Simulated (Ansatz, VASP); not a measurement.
## CuAgOF: VASP beside Ansatz

One calculation is typed for both programs; each brings its own data sets and cutoff. How far apart do they land? The cell is invented: As first built, before any earlier steps moved the atoms: it takes the LiCuOF structure with some of its atoms replaced by other elements, volume scaled by an estimate. It may not be a known or stable phase. The cell comes out of the VASP series on this material, whose earlier steps may have relaxed, scaled or displaced it; both programs get it as it stands.

Main program and level: Ansatz 0.2.0; plane waves, with VASP 6.6.1 beside it; electric field gradients at PBE and single point at PBE.

### Step 1. The starting structure

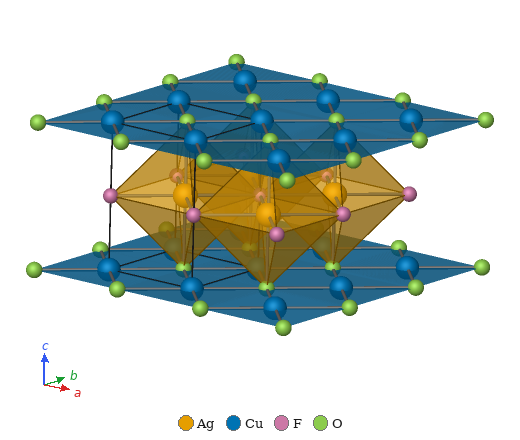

The starting structure, seen from a free direction (silver orange, copper blue, fluorine pink, oxygen green). 2×2×1 cells are drawn. Some periodic images of atoms are drawn too.

### Step 2. Ansatz: electric field gradients, PBE

Ansatz runs on its default PAW (the set named soft_2) files.

Field gradients test the density near the nuclei, where the PAW reconstruction matters most.

Contents of input.yaml:

```yaml
crystal:
  lattice:
    - [3.2526161501, 0.0, 0.0]
    - [0.0, 3.2526161501, 0.0]
    - [0.0, 0.0, 4.6770524075]
  atoms:
    - { symbol: Ag, position: [0.5, 0.5, 0.5] }
    - { symbol: Cu, position: [0.0, 0.0, 0.0] }
    - { symbol: F, position: [0.0, 0.0, 0.5] }
    - { symbol: O, position: [0.5, 0.5, 0.0] }
hamiltonian:
  xc: pbe
  pseudopotentials: { kind: paw }
kpoints:
  mp_grid: { grid: [7, 7, 5] }
scf:
  occupations: { method: gaussian, width: 0.05 }
  n_extra_bands: 5
output:
  forces: true
  stress: true
  eigenvalues: true
  efg: {}
```

The run is started by

```sh
> ansatz run input.yaml --threads 2 --pin off --max-ram 4608MiB --backend cpu --events-out ev --progress --plain --runs-dir out
```

Numbers of over 12 decimals in the logs are rounded to 6 here.

Log:

```text
scf.n_extra_bands = 5 over 26 filled bands (N_el = 51.0): the run solves 31 bands
Ag: output.efg is read without spin–orbit coupling, which moves field gradients at and beside such atoms by some per cent and up to a factor of two; PAW files take it under magnetization.noncollinear and magnetization.spin_orbit
Engine: ansatz 0.2.0, aarch64-unknown-linux-gnu
Pseudopotentials: kind: paw
Pseudopotential: Ag, paw, valence charge 19, recommended cutoff 420 eV (normal), Ag.paw.azcp
Pseudopotential: Cu, paw, valence charge 19, recommended cutoff 420 eV (normal), Cu.paw.azcp
Pseudopotential: F, paw, valence charge 7, recommended cutoff 420 eV (normal), F.paw.azcp
Pseudopotential: O, paw, valence charge 6, recommended cutoff 420 eV (normal), O.paw.azcp
Functional definition: PBE
  parameter kappa = 0.804
  parameter beta = 0.066725
  exchange = pbe_x(kappa = kappa, mu = beta*pi^2/3)
  correlation = pbe_c(beta = beta)
Crystal: 4 atoms, lattice volume = 49.481 Å³
Basis set: ecut = 420 eV, 999 PW (Γ), exchange–correlation on 48×48×64 points (8 copies of the dense FFT grid, shifted against one another)
Bands: 31, of which v1, the nominal top of the filled ones, is band 26 counted from 1 (25 counted from 0)
Symmetry: 16 space group operations
Space group: P4/mmm (ITA 123), of the structure as read, at distance tolerance 3.7e-5 Å
k-points: 30 of 245
Non-local potential: Ag, projectors of the file, l = 0: 3, l = 1: 2, l = 2: 2, l = 3: 1
Non-local potential: Cu, projectors of the file, l = 0: 3, l = 1: 2, l = 2: 3, l = 3: 1
Non-local potential: F, projectors of the file, l = 0: 2, l = 1: 2, l = 2: 1
Non-local potential: O, projectors of the file, l = 0: 2, l = 1: 2, l = 2: 1
PAW form: soft (Blöchl's): semilocal exchange-correlation on the pseudo side does not see the compensation charge
PAW one-centre angular grid: Ag, 590 points (default); XC on 64 Gauss nodes
PAW one-centre angular grid: Cu, 590 points (default); XC on 64 Gauss nodes
PAW one-centre angular grid: F, 110 points (default); XC on 64 Gauss nodes
PAW one-centre angular grid: O, 110 points (default); XC on 64 Gauss nodes
Initial density: superposition of atomic densities (neutral atoms: chi_scale 0, normalization atom), corrected by the library's trained network
Initial wavefunctions: pseudopotential atomic-orbital guess
Functional: x = pbe(κ = 0.804, μ = 0.219515), c = pbe(β = 0.066725)
SCF iter   1: F=—  HF=-15587.981244 eV  |F-HF|=—  |Δ(HF+E_count)|=         —  Δρ=1.30e-2  dr2=7.34e-2  ethr=1.77e-3  ⟨swp⟩=5.7  Hψ=3322  notcnv=0
preconditioner: auto → Kerker (q_TF=auto, 2.742 Å⁻¹)  [metal: Δε(μ)=0.053 eV  Ē_g=11.604 eV  σ=0.050 eV  W_gap=0.46  n_scr=20 (ndim 8)  ℏωp=31.2 eV  f_vac=0.009  D(μ)=3.25/eV (n_scr^D=36)]
SCF iter   2: F=—  HF=-15587.975851 eV  |F-HF|=—  |Δ(HF+E_count)|=   5.39e-3  Δρ=3.07e-3  dr2=4.13e-3  ethr=1.44e-4  ⟨swp⟩=1.3  Hψ=1185  notcnv=0
SCF iter   3: F=—  HF=-15587.975112 eV  |F-HF|=—  |Δ(HF+E_count)|=   7.39e-4  Δρ=1.66e-3  dr2=1.85e-3  ethr=8.10e-6  ⟨swp⟩=2.2  Hψ=1209  notcnv=0
SCF iter   4: F=—  HF=-15587.974892 eV  |F-HF|=—  |Δ(HF+E_count)|=   2.19e-4  Δρ=9.96e-4  dr2=5.14e-4  ethr=3.64e-6  ⟨swp⟩=1.0  Hψ=901  notcnv=0
SCF iter   5: F=—  HF=-15587.974844 eV  |F-HF|=—  |Δ(HF+E_count)|=   4.81e-5  Δρ=3.02e-4  dr2=6.36e-5  ethr=1.01e-6  ⟨swp⟩=1.0  Hψ=901  notcnv=0
SCF iter   6: F=—  HF=-15587.974697 eV  |F-HF|=—  |Δ(HF+E_count)|=   1.47e-4  Δρ=1.06e-4  dr2=7.67e-6  ethr=1.25e-7  ⟨swp⟩=2.1  Hψ=1338  notcnv=0
SCF iter   7: F=—  HF=-15587.974696 eV  |F-HF|=—  |Δ(HF+E_count)|=   1.04e-6  Δρ=9.15e-5  dr2=5.54e-6  ethr=1.50e-8  ⟨swp⟩=2.0  Hψ=1545  notcnv=0
SCF iter   8: F=—  HF=-15587.974695 eV  |F-HF|=—  |Δ(HF+E_count)|=   5.28e-7  Δρ=3.41e-5  dr2=8.79e-7  ethr=1.09e-8  ⟨swp⟩=1.0  Hψ=901  notcnv=0
SCF iter   9: F=—  HF=-15587.974695 eV  |F-HF|=—  |Δ(HF+E_count)|=   9.57e-9  Δρ=1.33e-5  dr2=1.41e-7  ethr=1.72e-9  ⟨swp⟩=1.0  Hψ=901  notcnv=0
SCF iter  10: F=-15587.974695 eV  HF=-15587.974695 eV  |F-HF|=2.39e-9  |Δ(HF+E_count)|=   3.91e-9  Δρ=2.12e-6  dr2=1.93e-9  ethr=1.96e-10  ⟨swp⟩=6.1  Hψ=3010  notcnv=0
SCF 1 converged in 10 iterations: F = -15587.974695 eV  dr2 = 1.93e-9
  greatest PAW one-centre occupation: 1.000 electrons in one spin orbital (limit 2), on the Cu atom at site 1 (counted from 0), in its partial waves of l = 0
SCF converged after 10 iterations
Free energy (F): -15587.974695 eV
Harris-Foulkes:  -15587.974695 eV  (|F-HF|=2.39e-9)
Internal energy: -15587.968420 eV  (E = F + TS)
E sigma→0 (E₀):  -15587.971557 eV
Entropy (-TS):   -0.006275 eV (-1.569 meV/atom)
Fermi energy:    10.882840 eV
--- Per-component energies (eV) ---
  E_band       = -750.561006
  E_kinetic    = 1202.360870
  E_local      = -7857.419509  (includes V_loc(G=0)·N_el)
  E_nonlocal   = 609.048578
  E_hartree    = 3410.912460
  E_xc         = -422.129542
  E_vxc        = -538.993315  (∫ρ·V_xc dr)
  E_paw        = -5935.818194  (= ΣΔE_a)
  E_vpaw       = -987.389704  (= ΣTr[D̂ρ^β])
  E_aug_tail   = 0.005132  (compensation charges beyond the density's cutoff)
  E_ewald      = -6594.928215
  E_smearing   = -0.006275  (= −TS)
  E_closure    = 0.000000  (closes the sum)
  Σ components = -15587.974695   (vs F -15587.974695, Δ=0.00e0)
--- Forces (eV/Å), atoms counted from 1 ---
  atom   1  Ag     0.00000000     0.00000000     0.00000000
  atom   2  Cu    -0.00000000    -0.00000000     0.00000000
  atom   3  F      0.00000000     0.00000000     0.00000000
  atom   4  O     -0.00000000    -0.00000000     0.00000000
  max |Σ_I F_I| component: 9.60e-29 eV/Å
--- Stress (GPa, compression-positive) ---
        0.429731       0.000000       0.000000
        0.000000       0.429731       0.000000
        0.000000       0.000000       0.278498
  P = ⅓ Tr σ = 0.3793 GPa (3.793 kbar)
--- PAW observables at the nuclei: V_zz in 10²¹ V/m², potentials from the cell's mean, atoms counted from 1 ---
  atom   1  Ag V_zz =    +5.743791   η = 0.0000   by run symmetry: allowed
            electrostatic potential = -7477.540433 V   contact ρ = none
  atom   2  Cu V_zz =    -7.704197   η = 0.0000   by run symmetry: allowed
            electrostatic potential = -3757.752516 V   contact ρ = none
  atom   3  F  V_zz =    -1.061172   η = 0.0000   by run symmetry: allowed
            electrostatic potential = -741.697119 V   contact ρ = none
  atom   4  O  V_zz =    +1.024833   η = 0.0000   by run symmetry: allowed
            electrostatic potential = -625.087010 V   contact ρ = none
--- Band table (eV; the first three rows and the last of 30) ---
  k-point 0: bands = [... 22 lower, 9.5585, 9.7326, 9.8291, 9.8291, 10.6129, 15.8111, 18.6565, 23.0509, ... 1 higher]
  k-point 1: bands = [... 22 lower, 9.5520, 9.8334, 9.8334, 9.9909, 11.4247, 15.5509, 19.2469, 23.0748, ... 1 higher]
  k-point 2: bands = [... 22 lower, 9.5415, 9.8195, 9.8195, 10.1339, 12.9131, 14.8341, 21.0544, 23.1207, ... 1 higher]
  k-point 29: bands = [... 22 lower, 9.8406, 9.8557, 10.3756, 10.6059, 16.0215, 17.9614, 19.2538, 19.2697, ... 1 higher]
```

Elapsed: 1.8 s, on 2 threads of Arm Neoverse V2, shared host; peak memory 0.46 GiB; 3.2 s of CPU time.

The run ends at a pressure of 0.38 GPa.

### Step 3. VASP: electric field gradients, PBE

The same cell, functional, mesh and smearing now go to VASP, with its own data sets and cutoff.

Lines of VASP's logs that name or quote its potential files are left out, and so is its time.

Contents of INCAR:

```
SYSTEM = CuAgOF
PREC = Accurate
ENCUT = 520
EDIFF = 1E-07
NELM = 100
ISMEAR = 0
SIGMA = 0.05
LREAL = .FALSE.
ALGO = Normal
GGA = PE
NBANDS = 23
LORBIT = 11
LWAVE = .FALSE.
LCHARG = .FALSE.
KPAR = 2
LEFG = .TRUE.
LASPH = .TRUE.
```

Contents of POSCAR:

```
CuAgOF
1.0
    3.2526161501      0.0000000000      0.0000000000
    0.0000000000      3.2526161501      0.0000000000
    0.0000000000      0.0000000000      4.6770524075
Ag Cu F O
1 1 1 1
Direct
    0.5000000000      0.5000000000      0.5000000000
    0.0000000000      0.0000000000      0.0000000000
    0.0000000000      0.0000000000      0.5000000000
    0.5000000000      0.5000000000      0.0000000000
```

Contents of KPOINTS:

```
Automatic mesh
0
Gamma
7 7 5
0 0 0
```

The projector-augmented-wave data sets are Ag, Cu, F and O (PBE family, release 64).

The run is started by

```sh
> mpirun -np 2 vasp_std
```

Log:

```text
[banner, memory and clock lines left out]
running    2 mpi-ranks, on    1 nodes
 distrk:  each k-point on    1 cores,    2 groups
 distr:  one band on    1 cores,    1 groups

 POSCAR found type information on POSCAR AgCuF O
 POSCAR found :  4 types and       4 ions
 LDA part: xc-table for (Slater+PW92), standard interpolation
 POSCAR, INCAR and KPOINTS ok, starting setup
 FFT: planning ... GRIDC
 FFT: planning ... GRID_SOFT
 FFT: planning ... GRID
 WAVECAR not read
 entering main loop
       N       E                     dE             d eps       ncg     rms          rms(c)
DAV:   1     0.318268237754E+03    0.31827E+03   -0.17673E+04  1412   0.193E+03
DAV:   2     0.119278154112E+02   -0.30634E+03   -0.28877E+03  1464   0.431E+02
DAV:   3    -0.179623638596E+02   -0.29890E+02   -0.28710E+02  1721   0.139E+02
DAV:   4    -0.188191438758E+02   -0.85678E+00   -0.85492E+00  1495   0.238E+01
DAV:   5    -0.188388644361E+02   -0.19721E-01   -0.19718E-01  1777   0.356E+00    0.160E+01
DAV:   6    -0.204058418565E+02   -0.15670E+01   -0.37557E+01  1726   0.112E+02    0.140E+01
DAV:   7    -0.152427191566E+02    0.51631E+01   -0.10798E+01  1837   0.986E+01    0.721E+00
DAV:   8    -0.150730826038E+02    0.16964E+00   -0.20830E+00  2111   0.377E+01    0.508E+00
DAV:   9    -0.156557831903E+02   -0.58270E+00   -0.30812E+00  1946   0.404E+01    0.586E+00
DAV:  10    -0.152954932407E+02    0.36029E+00   -0.31773E+00  1739   0.714E+01    0.515E+00
DAV:  11    -0.150935656252E+02    0.20193E+00   -0.91937E-01  1831   0.232E+01    0.200E+00
DAV:  12    -0.150530195746E+02    0.40546E-01   -0.49010E-02  2099   0.392E+00    0.146E+00
DAV:  13    -0.150419935241E+02    0.11026E-01   -0.75466E-03  2059   0.177E+00    0.118E+00
DAV:  14    -0.150379468828E+02    0.40466E-02   -0.13140E-03  2166   0.766E-01    0.105E+00
[...]
DAV:  18    -0.150276867730E+02    0.16282E-03   -0.22400E-04  2097   0.200E-01    0.168E-01
DAV:  19    -0.150276573247E+02    0.29448E-04   -0.12902E-05  2091   0.409E-02    0.146E-01
DAV:  20    -0.150275781570E+02    0.79168E-04   -0.55361E-04  1937   0.352E-01    0.522E-02
DAV:  21    -0.150275627780E+02    0.15379E-04   -0.98933E-05  2070   0.121E-01    0.264E-02
DAV:  22    -0.150275594057E+02    0.33723E-05   -0.25873E-05  2051   0.590E-02    0.166E-02
DAV:  23    -0.150275576997E+02    0.17060E-05   -0.58068E-06  2061   0.311E-02    0.404E-03
DAV:  24    -0.150275574744E+02    0.22526E-06   -0.30493E-07  1265   0.584E-03    0.105E-03
DAV:  25    -0.150275574982E+02   -0.23772E-07   -0.14836E-07   806   0.460E-03
ion   1
     0.0000000     0.0000000    -0.0000000    -6.1654834     0.0000000     0.0000000
     0.0000553     0.0000000    -0.0000000    -6.1654834     0.0000000     0.0000000
     0.0000762     0.0000000    -0.0000000    -6.1654833     0.0000000     0.0000000
     0.0001049     0.0000000    -0.0000000    -6.1654832     0.0000000     0.0000000
     0.0001445     0.0000000    -0.0000000    -6.1654830     0.0000000     0.0000000

     0.0000000     0.0000000    -0.0000000   -50.2267195     0.0000000     0.0000000
     0.0000553     0.0000000    -0.0000000   -50.2312838     0.0000000     0.0000000
     0.0000762     0.0000000    -0.0000000   -50.2337931     0.0000000     0.0000000
     0.0001049     0.0000000    -0.0000000   -50.2378348     0.0000000     0.0000000
     0.0001445     0.0000000    -0.0000000   -50.2443191     0.0000000     0.0000000

ion   2
     0.0000000     0.0000000     0.0000000    14.6845931     0.0000000     0.0000000
     0.0000464     0.0000000     0.0000000    14.6845929     0.0000000     0.0000000
     0.0000639     0.0000000     0.0000000    14.6845928     0.0000000     0.0000000
     0.0000880     0.0000000     0.0000000    14.6845925     0.0000000     0.0000000
     0.0001211     0.0000000     0.0000000    14.6845919     0.0000000     0.0000000

     0.0000000    -0.0000000    -0.0000000    69.6258547    -0.0000000     0.0000000
     0.0000464    -0.0000000    -0.0000000    69.6267182    -0.0000000     0.0000000
     0.0000639    -0.0000000    -0.0000000    69.6272509    -0.0000000     0.0000000
     0.0000880    -0.0000000    -0.0000000    69.6281438    -0.0000000     0.0000000
     0.0001211    -0.0000000    -0.0000000    69.6296329    -0.0000000     0.0000000

ion   3
     0.0000000    -0.0000000     0.0000000     2.0800045     0.0000000     0.0000000
     0.0000310    -0.0000000     0.0000000     2.0800044     0.0000000     0.0000000
     0.0000427    -0.0000000     0.0000000     2.0800044     0.0000000     0.0000000
     0.0000588    -0.0000000     0.0000000     2.0800044     0.0000000     0.0000000
     0.0000810    -0.0000000     0.0000000     2.0800043     0.0000000     0.0000000

     0.0000000    -0.0000000     0.0000000     8.2632319     0.0000000     0.0000000
     0.0000310    -0.0000000     0.0000000     8.2632287     0.0000000     0.0000000
     0.0000427    -0.0000000     0.0000000     8.2632266     0.0000000     0.0000000
     0.0000588    -0.0000000     0.0000000     8.2632230     0.0000000     0.0000000
     0.0000810    -0.0000000     0.0000000     8.2632171     0.0000000     0.0000000

ion   4
     0.0000000    -0.0000000    -0.0000000    -3.0740041     0.0000000     0.0000000
     0.0000293    -0.0000000    -0.0000000    -3.0740041     0.0000000     0.0000000
     0.0000403    -0.0000000    -0.0000000    -3.0740041     0.0000000     0.0000000
     0.0000555    -0.0000000    -0.0000000    -3.0740040     0.0000000     0.0000000
     0.0000765    -0.0000000    -0.0000000    -3.0740040     0.0000000     0.0000000

     0.0000000    -0.0000000    -0.0000000    -8.6180720     0.0000000     0.0000000
     0.0000293    -0.0000000    -0.0000000    -8.6180699     0.0000000     0.0000000
     0.0000403    -0.0000000    -0.0000000    -8.6180685     0.0000000     0.0000000
     0.0000555    -0.0000000    -0.0000000    -8.6180662     0.0000000     0.0000000
     0.0000765    -0.0000000    -0.0000000    -8.6180621     0.0000000     0.0000000

   1 F= -.15027557E+02 E0= -.15024420E+02  d E =-.627424E-02
```

OUTCAR, selected parts (step 3):

```text
ion  position               nearest neighbor table
   1  0.500  0.500  0.500-   3 2.30   3 2.30   3 2.30   3 2.30   4 2.34   4 2.34
   2  0.000  0.000  0.000-   4 2.30   4 2.30   4 2.30   4 2.30   3 2.34   3 2.34
   3  0.000  0.000  0.500-   1 2.30   1 2.30   1 2.30   1 2.30   2 2.34   2 2.34
   4  0.500  0.500  0.000-   2 2.30   2 2.30   2 2.30   2 2.30   1 2.34   1 2.34

  LATTYP: Found a simple tetragonal cell.
 ALAT       =     3.2526161501
 C/A-ratio  =     1.4379355545

 Subroutine GETGRP returns: Found 16 space group operations
 (whereof 16 operations were pure point group operations)

The static configuration has the point symmetry D_4h.

 Found     30 irreducible k-points:

   k-points           NKPTS =     30   k-points in BZ     NKDIM =     30   number of bands    NBANDS=     23

   dimension x,y,z NGX =    24 NGY =   24 NGZ =   36
   dimension x,y,z NGXF=    48 NGYF=   48 NGZF=   72

   ENCUT  =  520.0 eV  38.22 Ry    6.18 a.u.   6.05  6.05  8.70*2*pi/ulx,y,z

   NELECT =      35.0000    total number of electrons

 k-points in reciprocal lattice and weights: Automatic mesh
   0.00000000  0.00000000  0.00000000       0.004
   0.14285714  0.00000000  0.00000000       0.016
   0.28571429  0.00000000  0.00000000       0.016
   0.42857143  0.00000000  0.00000000       0.016
   0.14285714  0.14285714  0.00000000       0.016
   0.28571429  0.14285714  0.00000000       0.033
   0.42857143  0.14285714  0.00000000       0.033
   0.28571429  0.28571429  0.00000000       0.016
   0.42857143  0.28571429  0.00000000       0.033
[...]
0.42857143  0.28571429  0.40000000       0.065
   0.42857143  0.42857143  0.40000000       0.033

 average (electrostatic) potential at core
       1 -72.8895       2 -65.3900       3 -75.2493       4 -70.6107

 E-fermi :   4.6225

 k-point     1 :       0.0000    0.0000    0.0000
  band No.  band energies     occupation
    ...
     15       3.2923      2.00000
     16       3.4712      2.00000
     17       3.5655      2.00000
     18       3.5655      2.00000
     19       4.3661      2.00000
     20       9.5647      0.00000
     21      12.4157      0.00000
     22      16.8002      0.00000
     23      18.1863      0.00000

 k-point     2 :       0.1429    0.0000    0.0000
  band No.  band energies     occupation
    ...
     14       3.0627      2.00000
     15       3.5413      2.00000
     16       3.5522      2.00000
     17       3.6230      2.00000
     18       3.8084      2.00000
     19       5.2096      0.00000
     20       9.9929      0.00000
     21      12.5303      0.00000
     22      15.2418      0.00000
     23      18.0579      0.00000

 k-point     3 :       0.2857    0.0000    0.0000
  band No.  band energies     occupation
    ...
     14       3.5201      2.00000
     15       3.6105      2.00000
     16       3.6656      2.00000
     17       3.7499      2.00000
     18       4.5528      1.95139
     19       6.7473      0.00000
     20      11.0116      0.00000
     21      12.9058      0.00000
     22      13.1054      0.00000
     23      16.7452      0.00000

  Total        0.0450466      0.0450466     -0.0301500      0.0000000      0.0000000      0.0000000
  in kB        1.4585963      1.4585963     -0.9762488      0.0000000      0.0000000      0.0000000
  external PRESSURE =       0.6469813 kB  Pullay stress =       0.0000000 kB

  energy-cutoff  :      520.00
  volume of cell :       49.48
      direct lattice vectors                 reciprocal lattice vectors
     3.252616150  0.000000000  0.000000000     0.307444824  0.000000000  0.000000000
     0.000000000  3.252616150  0.000000000     0.000000000  0.307444824  0.000000000
     0.000000000  0.000000000  4.677052407     0.000000000  0.000000000  0.213809877

 POSITION                                       TOTAL-FORCE (eV/Angst)
 -----------------------------------------------------------------------------------
      1.62631      1.62631      2.33853         0.000000      0.000000      0.000000
      0.00000      0.00000      0.00000         0.000000      0.000000      0.000000
      0.00000      0.00000      2.33853         0.000000      0.000000      0.000000
      1.62631      1.62631      0.00000         0.000000      0.000000      0.000000
 -----------------------------------------------------------------------------------
    total drift:                                0.000000     -0.000000     -0.000000

  FREE ENERGIE OF THE ION-ELECTRON SYSTEM (eV)
  ---------------------------------------------------
  free  energy   TOTEN  =       -15.0275574982 eV

  energy  without entropy=      -15.0212832535  energy(sigma->0) =      -15.02442038

 Electric field gradients after diagonalization (V/A^2)
 (convention: |V_zz| > |V_xx| > |V_yy|)
----------------------------------------------------------------------
 ion       V_xx      V_yy      V_zz     asymmetry (V_yy - V_xx)/ V_zz
----------------------------------------------------------------------
   1     -31.238   -31.238    62.475       0.000
   2      43.515    43.515   -87.029       0.000
   3       5.565     5.565   -11.130       0.000
   4      -5.579    -5.579    11.158       0.000
----------------------------------------------------------------------

 total charge
# of ion       s       p       d       tot
------------------------------------------
    1        0.232   0.208   9.284   9.724
    2        0.236   0.171   9.228   9.636
    3        1.754   4.302   0.000   6.057
    4        1.577   3.249   0.000   4.825
--------------------------------------------------
tot          3.799   7.930  18.512  30.242

[... 3 further parts left out ...]
```

The run ends at a pressure of 0.06 GPa.

(Part 1 of 2 ends here.)

[Lines on the potential files, build, host, timing and source positions are cut from VASP's logs without a mark.]

[Logs are printed without paths, hosts, clocks, repeated set-up lines and the standing remarks that a program may print on its own settings, such as how far it seeks lower states.]

[Hosts, paths, dates, database ids (printed as entryN), source tags and the programs' standing remarks are cut or masked in the printed files.]
